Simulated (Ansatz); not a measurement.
**SF4: geometry optimisation**

Aim: relax SF4 at this level.

Method: RHF-MP2, frozen core/def2-TZVP; program: Ansatz 0.2.0.

### Step 1. The system as given

SMILES `FS(F)(F)F`, 5 atoms, charge 0, spin multiplicity 1.

Atoms are counted from 1 here; the program's logs count them from 0.

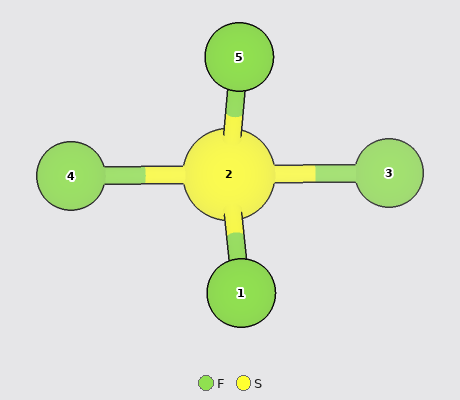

The starting geometry (fluorine green, sulfur yellow); atoms are numbered from 1 in the order of the file.

As a file:

```mol
F4S
  3D, bonds by distance, orders not assigned

  5  4  0  0  0  0  0  0  0  0999 V2000
   -0.5824   -0.2260    1.2201 F   0  0
    0.0659   -0.3682   -0.2504 S   0  0
    1.5765   -0.4867    0.4942 F   0  0
   -1.4727   -0.0926   -0.8882 F   0  0
    0.4127    1.1735   -0.5758 F   0  0
  1  2  8  0
  2  3  8  0
  2  4  8  0
  2  5  8  0
M  END
```

### Step 2. Relaxation

File input.yaml:

```yaml
crystal:
  periodic: [false, false, false]
  atoms:
    - { symbol: F, position_ang: [-0.582357, -0.226007, 1.220097] }
    - { symbol: S, position_ang: [0.065915, -0.368152, -0.250353] }
    - { symbol: F, position_ang: [1.576461, -0.486659, 0.49423] }
    - { symbol: F, position_ang: [-1.472744, -0.092637, -0.888169] }
    - { symbol: F, position_ang: [0.412716, 1.173455, -0.575805] }
basis:
  gaussian: { orbitals: def2-TZVP }
hamiltonian:
  xc: hf
output:
  forces: true
correlation:
  method: mp2
relax:
  f_tol: 0.003
  max_steps: 120
```

Started as:

```
> ansatz run input.yaml --threads 1 --pin off --max-ram 2560MiB --backend cpu --events-out ev --progress --plain --runs-dir out
```

Log:

```text
Warning: RAYON_NUM_THREADS=1 ignored (pool sized by the plan → 1); use --threads N
The last accepted step is kept in <dir> (removed where the run ends without a failure and the disk answers)
Engine: ansatz 0.2.0, aarch64-unknown-linux-gnu
Functional definition: HF
  exchange = exact_x
  correlation = 0
these checks for a lower state are left out or cut short: cluster_reference
1149 factors; integrals over basis functions are off by at most 2.8e-4 eV
mean field evaluation 1: about -21636.8747 eV, gradient 5.8e1 eV
mean field evaluation 2: about -21637.2625 eV, gradient 5.9e1 eV
mean field evaluation 4: about -21643.0722 eV, gradient 3.6e0 eV
mean field evaluation 8: about -21643.1711 eV, gradient 1.9e-1 eV
mean field -21643.17129627 eV, -795.3718748695 hartree, gradient 3.3e-6 eV, S^2 0.000000; 0 other end points of the search recorded, 0 dependent functions left out
9 core orbitals not correlated: weight in the atoms' cores, before any rotation towards them, 1.000 or more for the frozen orbitals, at most 0.000 for the correlated occupied ones
reference -21643.17129627 eV, -795.3718748695 hartree; 17, 17 occupied and 135, 135 virtual orbitals, 1149 factors
second order -33.09745419 eV of doubles, -0.00000000 eV of singles
the calculation of the forces begins
mean field evaluation 16: about -21643.1713 eV, gradient 3.3e-6 eV
relax step   1: F+E_penalty+E_count = -21676.26875046 eV  Δ(F+E_penalty+E_count) = +0.000e0 eV  max|allowed force component| = 1.998e0 eV/Å  Δτ_max = 0.0000 Å  (60 SCF iters, accepted)
these checks for a lower state are left out or cut short: starts, cluster_reference, orbital_swaps, neighbouring_geometries, increment
1149 factors; integrals over basis functions are off by at most 2.7e-4 eV
mean field -21643.41777274 eV, -795.3809327127 hartree, gradient 1.2e-6 eV, S^2 0.000000; 0 other end points of the search recorded, 0 dependent functions left out
9 core orbitals not correlated: weight in the atoms' cores, before any rotation towards them, 1.000 or more for the frozen orbitals, at most 0.000 for the correlated occupied ones
reference -21643.41777274 eV, -795.3809327127 hartree; 17, 17 occupied and 135, 135 virtual orbitals, 1149 factors
second order -32.96284926 eV of doubles, -0.00000000 eV of singles
the calculation of the forces begins
relax step   2: F+E_penalty+E_count = -21676.38062200 eV  Δ(F+E_penalty+E_count) = -1.119e-1 eV  max|allowed force component| = 1.383e0 eV/Å  Δτ_max = 0.0211 Å  (62 SCF iters, accepted)
these checks for a lower state are left out or cut short: starts, cluster_reference, orbital_swaps, neighbouring_geometries, increment
1149 factors; integrals over basis functions are off by at most 2.6e-4 eV
mean field evaluation 32: about -21643.6734 eV, gradient 3.1e0 eV
mean field -21643.68844847 eV, -795.3908798622 hartree, gradient 1.1e-6 eV, S^2 0.000000; 0 other end points of the search recorded, 0 dependent functions left out
9 core orbitals not correlated: weight in the atoms' cores, before any rotation towards them, 1.000 or more for the frozen orbitals, at most 0.000 for the correlated occupied ones
reference -21643.68844847 eV, -795.3908798622 hartree; 17, 17 occupied and 135, 135 virtual orbitals, 1149 factors
second order -32.76303437 eV of doubles, -0.00000000 eV of singles
the calculation of the forces begins
relax step   3: F+E_penalty+E_count = -21676.45148284 eV  Δ(F+E_penalty+E_count) = -7.086e-2 eV  max|allowed force component| = 1.155e-1 eV/Å  Δτ_max = 0.0281 Å  (59 SCF iters, accepted)
these checks for a lower state are left out or cut short: starts, cluster_reference, orbital_swaps, neighbouring_geometries, increment
1149 factors; integrals over basis functions are off by at most 2.7e-4 eV
mean field -21643.70048627 eV, -795.3913222433 hartree, gradient 1.1e-6 eV, S^2 0.000000; 0 other end points of the search recorded, 0 dependent functions left out
9 core orbitals not correlated: weight in the atoms' cores, before any rotation towards them, 1.000 or more for the frozen orbitals, at most 0.000 for the correlated occupied ones
reference -21643.70048627 eV, -795.3913222433 hartree; 17, 17 occupied and 135, 135 virtual orbitals, 1149 factors
second order -32.75012585 eV of doubles, -0.00000000 eV of singles
the calculation of the forces begins
relax step   4: F+E_penalty+E_count = -21676.45061212 eV  Δ(F+E_penalty+E_count) = +8.707e-4 eV  max|allowed force component| = 1.411e-1 eV/Å  Δτ_max = 0.0118 Å  (60 SCF iters, rejected (line search))
these checks for a lower state are left out or cut short: starts, cluster_reference, orbital_swaps, neighbouring_geometries, increment
1149 factors; integrals over basis functions are off by at most 2.7e-4 eV
mean field evaluation 64: about -21643.6959 eV, gradient 1.8e-5 eV
mean field -21643.69585120 eV, -795.3911519078 hartree, gradient 1.1e-6 eV, S^2 0.000000; 0 other end points of the search recorded, 0 dependent functions left out
9 core orbitals not correlated: weight in the atoms' cores, before any rotation towards them, 1.000 or more for the frozen orbitals, at most 0.000 for the correlated occupied ones
reference -21643.69585120 eV, -795.3911519078 hartree; 17, 17 occupied and 135, 135 virtual orbitals, 1149 factors
second order -32.75647492 eV of doubles, -0.00000000 eV of singles
the calculation of the forces begins
relax step   5: F+E_penalty+E_count = -21676.45232613 eV  Δ(F+E_penalty+E_count) = -8.433e-4 eV  max|allowed force component| = 1.232e-2 eV/Å  Δτ_max = 0.0040 Å  (60 SCF iters, accepted)
these checks for a lower state are left out or cut short: starts, cluster_reference, orbital_swaps, neighbouring_geometries, increment
1149 factors; integrals over basis functions are off by at most 2.7e-4 eV
mean field -21643.69874700 eV, -795.3912583263 hartree, gradient 1.1e-6 eV, S^2 0.000000; 0 other end points of the search recorded, 0 dependent functions left out
9 core orbitals not correlated: weight in the atoms' cores, before any rotation towards them, 1.000 or more for the frozen orbitals, at most 0.000 for the correlated occupied ones
reference -21643.69874700 eV, -795.3912583263 hartree; 17, 17 occupied and 135, 135 virtual orbitals, 1149 factors
second order -32.75366048 eV of doubles, -0.00000000 eV of singles
the calculation of the forces begins
relax step   6: F+E_penalty+E_count = -21676.45240748 eV  Δ(F+E_penalty+E_count) = -8.135e-5 eV  max|allowed force component| = 1.369e-2 eV/Å  Δτ_max = 0.0043 Å  (60 SCF iters, accepted)
these checks for a lower state are left out or cut short: starts, cluster_reference, orbital_swaps, neighbouring_geometries, increment
1149 factors; integrals over basis functions are off by at most 2.7e-4 eV
mean field -21643.69768295 eV, -795.3912192234 hartree, gradient 1.1e-6 eV, S^2 0.000000; 0 other end points of the search recorded, 0 dependent functions left out
9 core orbitals not correlated: weight in the atoms' cores, before any rotation towards them, 1.000 or more for the frozen orbitals, at most 0.000 for the correlated occupied ones
reference -21643.69768295 eV, -795.3912192234 hartree; 17, 17 occupied and 135, 135 virtual orbitals, 1149 factors
second order -32.75473511 eV of doubles, -0.00000000 eV of singles
the calculation of the forces begins
relax step   7: F+E_penalty+E_count = -21676.45241806 eV  Δ(F+E_penalty+E_count) = -1.058e-5 eV  max|allowed force component| = 4.738e-3 eV/Å  Δτ_max = 0.0008 Å  (60 SCF iters, accepted)
these checks for a lower state are left out or cut short: starts, cluster_reference, orbital_swaps, neighbouring_geometries, increment
1149 factors; integrals over basis functions are off by at most 2.7e-4 eV
mean field evaluation 96: about -21642.9877 eV, gradient 1.5e-2 eV
mean field -21643.69752635 eV, -795.3912134682 hartree, gradient 1.1e-6 eV, S^2 0.000000; 0 other end points of the search recorded, 0 dependent functions left out
9 core orbitals not correlated: weight in the atoms' cores, before any rotation towards them, 1.000 or more for the frozen orbitals, at most 0.000 for the correlated occupied ones
reference -21643.69752635 eV, -795.3912134682 hartree; 17, 17 occupied and 135, 135 virtual orbitals, 1149 factors
second order -32.75489345 eV of doubles, -0.00000000 eV of singles
the calculation of the forces begins
relax step   8: F+E_penalty+E_count = -21676.45241980 eV  Δ(F+E_penalty+E_count) = -1.737e-6 eV  max|allowed force component| = 3.199e-4 eV/Å  Δτ_max = 0.0002 Å  (61 SCF iters, accepted)
these checks for a lower state are left out or cut short: cluster_reference
1149 factors; integrals over basis functions are off by at most 2.7e-4 eV
mean field evaluation 128: about -21643.6975 eV, gradient 9.6e-3 eV
mean field -21643.69752635 eV, -795.3912134682 hartree, gradient 1.1e-6 eV, S^2 0.000000; 1 other end points of the search recorded, 0 dependent functions left out
9 core orbitals not correlated: weight in the atoms' cores, before any rotation towards them, 1.000 or more for the frozen orbitals, at most 0.000 for the correlated occupied ones
reference -21643.69752635 eV, -795.3912134682 hartree; 17, 17 occupied and 135, 135 virtual orbitals, 1149 factors
second order -32.75489345 eV of doubles, -0.00000000 eV of singles
the calculation of the forces begins
Total energy: -21676.45241980 eV, -796.5949336004 hartree
Atom 0 at    -0.560676    -0.226930     1.172009 Å, force     0.000035    -0.000193    -0.000133 eV/Å
Atom 1 at     0.063718    -0.355832    -0.241976 Å, force    -0.000057     0.000320     0.000217 eV/Å
Atom 2 at     1.537299    -0.463105     0.490893 Å, force     0.000281    -0.000003     0.000153 eV/Å
Atom 3 at    -1.440350    -0.078310    -0.859070 Å, force    -0.000293     0.000071    -0.000107 eV/Å
Atom 4 at     0.400000     1.124177    -0.561856 Å, force     0.000034    -0.000194    -0.000131 eV/Å
Dipole moment:     0.018617    -0.103962    -0.070697 e Å
Checks for a lower state left out: cluster_reference
```

Wall time 82 s (1 thread of Arm Neoverse V2, shared host); peak memory 0.47 GiB.

Step by step:

```
step  energy from step 1 (eV)  largest force component (eV/Å)
   1                   0.0000                          1.9983
   2                  -0.1119                          1.3825
   3                  -0.1827                          0.1155
   4                  -0.1819                          0.1411
   5                  -0.1836                          0.0123
   6                  -0.1837                          0.0137
   7                  -0.1837                          0.0047
   8                  -0.1837                          0.0003
```

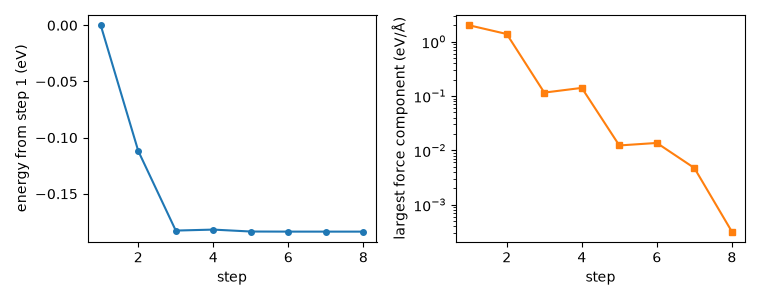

Energy and largest force along the relaxation.

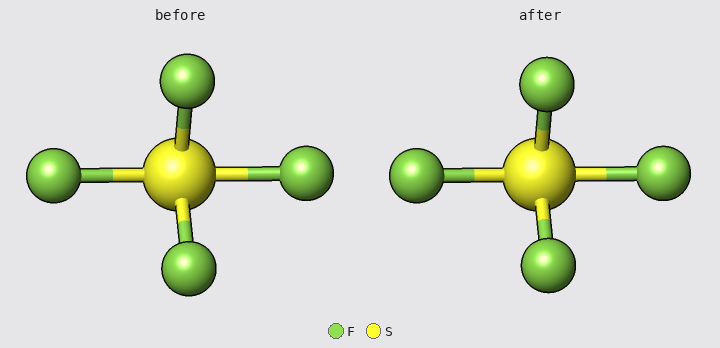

The geometry before (left) and after (right).

Distances of close pairs at the start and the end, largest changes first:

```csv
bond,before (Å),after (Å),change (Å)
S2–F5,1.613,1.551,-0.062
F1–S2,1.613,1.551,-0.062
S2–F3,1.688,1.649,-0.039
S2–F4,1.688,1.649,-0.039
```

### Step 3. Summary of results

```
             quantity      value
        energy gained  0.1837 eV
root mean square move    0.045 Å
        dipole moment     0.61 D
```

In words: Bond lengths: F1–S2 1.551 Å, S2–F3 1.649 Å, S2–F4 1.649 Å, S2–F5 1.551 Å. Angles: F1–S2–F3 87.7°, F1–S2–F4 87.7°, F1–S2–F5 101.3°, F3–S2–F4 172.8°, F3–S2–F5 87.7°, F4–S2–F5 87.7°. No frequencies were computed here.
